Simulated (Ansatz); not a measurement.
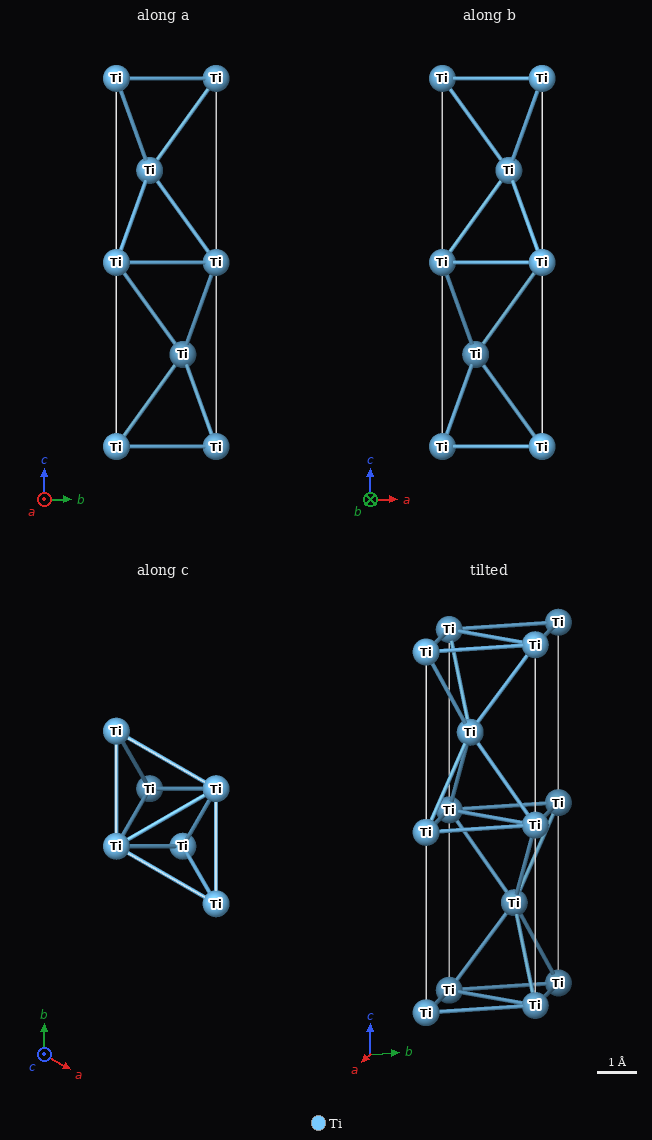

An orthographic ball-and-stick view of the structure, along the a axis, along the b axis, along the c axis and slightly off an axis. The box is the conventional unit cell; atoms on or close to its faces, edges and corners are drawn wherever they repeat.

Lattice parameters: a = 3.0106 Å, b = 3.0106 Å, c = 9.6320 Å, α = 90.000°, β = 90.000°, γ = 120.000°.

**Give the structure in the form of a CIF with its space group and independent sites.**

```cif
data_structure
_symmetry_space_group_name_H-M 'P 63/m m c'
_symmetry_Int_Tables_number 194
_cell_length_a 3.0106
_cell_length_b 3.0106
_cell_length_c 9.6320
_cell_angle_alpha 90.000
_cell_angle_beta 90.000
_cell_angle_gamma 120.000
_cell_volume 75.60
loop_
_atom_site_label
_atom_site_type_symbol
_atom_site_symmetry_multiplicity
_atom_site_Wyckoff_symbol
_atom_site_fract_x
_atom_site_fract_y
_atom_site_fract_z
_atom_site_occupancy
Ti1 Ti 2 a 0.0000 0.0000 0.0000 1
Ti2 Ti 2 c 0.3333 0.6667 0.2500 1
```

The structure comes from a structure type filled with this element by a generator (whether the element takes this form wasn't checked). Earlier steps of the study may have refined or changed the cell and positions. Ansatz was used for an electronic-structure calculation on it.

At this level of theory the cell isn't at rest (stretched, at -7 GPa), so its distances can differ from those at equilibrium, the more so the softer the solid.
